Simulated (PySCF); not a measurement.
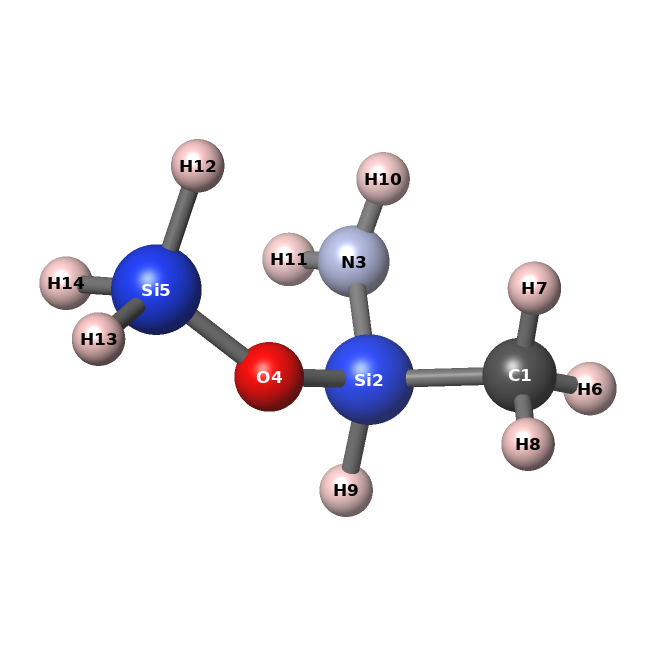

The computed structure is the end point of a PBE0-D3(BJ)/def2-SVP optimisation. No frequency run is at hand to confirm it as a minimum. Method: delta-SCF UKS PBE0, pcX-2 on the ionised atom, pcseg-1 elsewhere, spin-free X2C (PySCF 2.14.0).

Give the core-electron binding energies (to vacuum; p and d levels without spin–orbit splitting) of C1 1s, Si2 1s, Si2 2p, N3 1s, O4 1s, Si5 1s, Si5 2p.

| atom | level | binding energy (eV) |
| --- | --- | --- |
| C1 | 1s | 289.7 |
| Si2 | 1s | 1845.0 |
| Si2 | 2p | 107.0 |
| N3 | 1s | 404.1 |
| O4 | 1s | 536.6 |
| Si5 | 1s | 1845.0 |
| Si5 | 2p | 107.1 |
